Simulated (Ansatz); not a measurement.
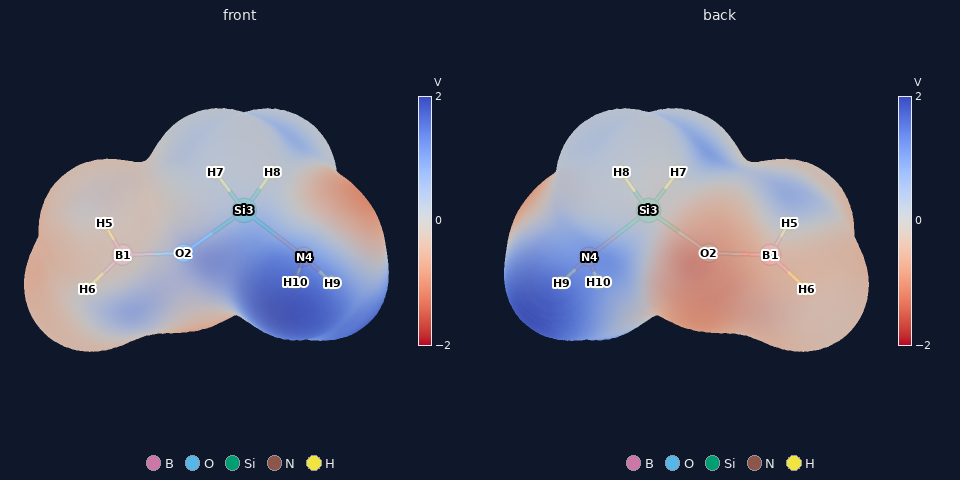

Figure 1: BH6NOSi (SMILES BO[SiH2]N). The electrostatic potential painted on the density surface at 0.002 e/bohr³, seen from the front and from behind; the colour scale runs from red (negative) to blue (positive).

Theory: Ansatz, RKS LDA/cc-pVDZ.

```csv
atom,x (Å),y (Å),z (Å)
B,-1.7612,1.0079,0.0490
O,-0.8201,0.3125,-0.6160
Si,0.8360,0.1219,-0.1937
N,1.2922,-1.5060,0.1214
H,-1.4726,1.6050,1.0845
H,-2.8933,1.0127,-0.4155
H,1.0719,0.9379,1.0514
H,1.5887,0.5852,-1.4086
H,1.2806,-2.1776,-0.6549
H,0.9609,-1.9507,0.9854
```

> Which sites attract a positive test charge, and which a negative one?

A positive charge is drawn to the negative regions and a negative charge to the positive ones. The most negative region (about −1.1 V) lies over O2, the most positive (about +1.9 V) over H9 and H10. O2 is the likeliest acceptor of a hydrogen bond.
